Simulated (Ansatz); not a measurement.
**CCSD/def2-SVPD run of CH6Ge (methyl germane)**

Aim: the electronic atomisation energy of CH6Ge (methyl germane) at CCSD/def2-SVPD, from 4 runs. 

Program for the calculation: Ansatz 0.2.0.

28 further runs of the same task are left out: 28 set aside as unsound or not needed.

## (1) The system as given

The species is CH6Ge (8 atoms), meant as a singlet with charge 0. As SMILES, `[CH3][GeH3]`. The shape is that of a PBE0-D4/def2-TZVP optimisation.

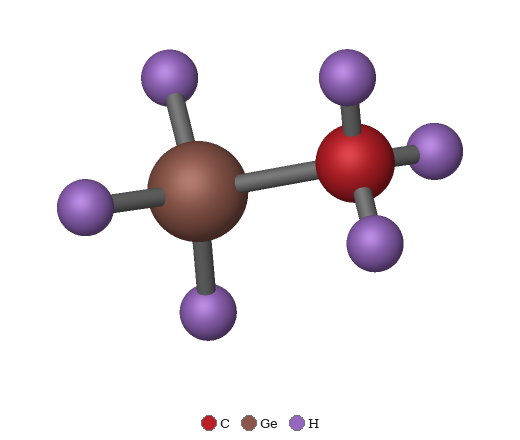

The structure, seen from a chosen angle (carbon red, germanium brown, hydrogen purple).

## (2) The energy at CCSD/def2-SVPD

job.yaml reads:

```yaml
crystal:
  periodic: [false, false, false]
  atoms:
    - symbol: C
      position_ang: [-0.310900, 0.190300, -0.971400]
    - symbol: Ge
      position_ang: [0.296900, -0.181900, 0.846700]
    - symbol: H
      position_ang: [-1.380100, 0.404200, -0.976500]
    - symbol: H
      position_ang: [0.218800, 1.052200, -1.378400]
    - symbol: H
      position_ang: [-0.124600, -0.669400, -1.616000]
    - symbol: H
      position_ang: [0.030700, 1.028200, 1.760100]
    - symbol: H
      position_ang: [1.807100, -0.479600, 0.857700]
    - symbol: H
      position_ang: [-0.445700, -1.401200, 1.422100]
basis:
  gaussian: {orbitals: def2-SVPD}
scf: {omitted_lower_state_checks: [cluster_reference, increment]}
correlation: {method: ccsd, frozen_orbitals: {C: 1, Ge: 9, H: 0}}
accuracy: high
```

The run is started by

```console
ansatz run job.yaml --threads 1 --pin off --max-ram 3480MiB --events-out events.jsonl --progress --plain --runs-dir runs
```

Output:

```text
Warning: RAYON_NUM_THREADS=1 ignored (pool sized by the plan → 1); use --threads N
[... 11 lines left out ...]
10 core orbitals not correlated: weight in the atoms' cores, before any rotation towards them, 1.000 or more for the frozen orbitals, at most 0.000 for the correlated occupied ones
[... 21 lines left out ...]
Total energy: -57602.81533435 eV, -2116.8644189468 hartree
Checks for a lower state left out: cluster_reference, increment
```

Run time: 28 s. Hardware: 1 thread of Arm Neoverse V1, shared host; peak memory 0.78 GiB.

## (3) The C atom at the same level

in.yaml reads:

```yaml
crystal:
  periodic: [false, false, false]
  atoms:
    - {symbol: C, position_ang: [0.000000, 0.000000, 0.000000]}
basis:
  gaussian:
    orbitals: def2-SVPD
accuracy: high
scf:
  omitted_lower_state_checks: [cluster_reference, increment]
correlation:
  method: ccsd
  frozen_orbitals: {C: 1}
magnetization:
  spin_polarized: true
  initial_magnetization: 2
```

Run the same way, it converges to -37.72066 Eh (log not shown).

## (4) The Ge atom, same level

job.yaml reads:

```yaml
basis:
  gaussian:
    orbitals: def2-SVPD
crystal:
  periodic: [false, false, false]
  atoms:
    - symbol: Ge
      position_ang: [0.000000, 0.000000, 0.000000]
accuracy: high
correlation:
  method: ccsd
  frozen_orbitals: {Ge: 9}
magnetization:
  spin_polarized: true
  initial_magnetization: 2
scf:
  omitted_lower_state_checks: [cluster_reference, increment]
```

Run the same way, it converges to -2075.23758 Eh (log not shown).

## (5) The H atom: a single-point energy at UHF/def2-SVPD

molecule.yaml reads:

```yaml
basis:
  gaussian: {orbitals: def2-SVPD}
crystal:
  periodic: [false, false, false]
  atoms:
    - {symbol: H, position_ang: [0.000000, 0.000000, 0.000000]}
magnetization: {spin_polarized: true, initial_magnetization: 1}
hamiltonian: {xc: hf}
accuracy: high
```

The run is started by

```console
ansatz run molecule.yaml --threads 1 --pin off --max-ram 3480MiB --events-out events.jsonl --progress --plain --runs-dir runs
```

Output:

```text
Warning: RAYON_NUM_THREADS=1 ignored (pool sized by the plan → 1); use --threads N
Functional definition: HF
  name "HF"
  exchange = exact_x
  correlation = 0
33 factors; integrals over basis functions are off by at most 2.1e-9 eV
mean field evaluation 1: about -13.5522 eV, gradient 1.6e0 eV
mean field evaluation 2: about -13.5522 eV, gradient 1.6e0 eV
mean field evaluation 4: about -13.5861 eV, gradient 1.4e-4 eV
mean field evaluation 8: about -13.5861 eV, gradient 7.9e-9 eV
mean field -13.58605754 eV, -0.4992784057 hartree, gradient 7.9e-9 eV, S^2 0.750000; 0 other end points of the search recorded, 0 dependent functions left out
reference -13.58605754 eV, -0.4992784057 hartree; 1, 0 occupied and 7, 8 virtual orbitals, 33 factors
Total energy: -13.58605754 eV, -0.4992784057 hartree
```

Wall time 0.04 s (1 thread of Arm Neoverse V1, shared host).

## (6) What came out

Level: CCSD/def2-SVPD, 10 core orbitals frozen.

```
                                              quantity           value
                                molecule: total energy  -2116.86442 Eh
molecule: correlation energy (10 core orbitals frozen)      -433.9 mEh
                               molecule: T1 diagnostic           0.009
                                  C atom: total energy    -37.72066 Eh
    C atom: correlation energy (1 core orbital frozen)       -74.4 mEh
             C atom: ⟨S²⟩ of the reference determinant           2.010
                                 C atom: T1 diagnostic           0.008
                                 Ge atom: total energy  -2075.23758 Eh
  Ge atom: correlation energy (9 core orbitals frozen)      -179.1 mEh
            Ge atom: ⟨S²⟩ of the reference determinant           2.011
                                Ge atom: T1 diagnostic           0.008
                                  H atom: total energy     -0.49928 Eh
                                          H atom: ⟨S²⟩           0.750
                         electronic atomisation energy       24.776 eV
```

Taking the molecule apart into free atoms costs 24.78 eV (2391 kJ/mol), before zero-point energy and without spin-orbit coupling.
